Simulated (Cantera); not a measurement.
Input: 1 mol SiCl4, 0.0072 mol Cl2, 210 mol H2, held at 1 atm.

Method: chemical equilibrium by Gibbs-energy minimisation in Cantera with the NASA 1993 tables (ideal gas, pure condensed phases). Candidate condensed phases: Si; 19 gas species. The tables' values for SiCl3 are old estimates; treat these amounts as uncertain. Gases not in the tables: Si2H6 and higher silanes. The numbers say what is thermodynamically allowed, not how fast it happens.

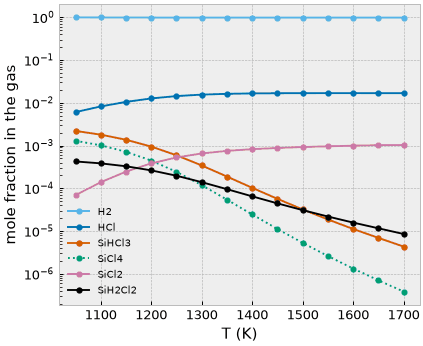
Figure. Equilibrium gas composition (values under 1e-9 drawn at 1e-9)

Question: Read off the mole fractions at 1150 K.

Answer: H2 about 0.99, HCl about 0.010, SiHCl3 about 0.0014, SiCl4 about 0.00071, SiH2Cl2 about 0.00033, SiCl2 about 0.00025.
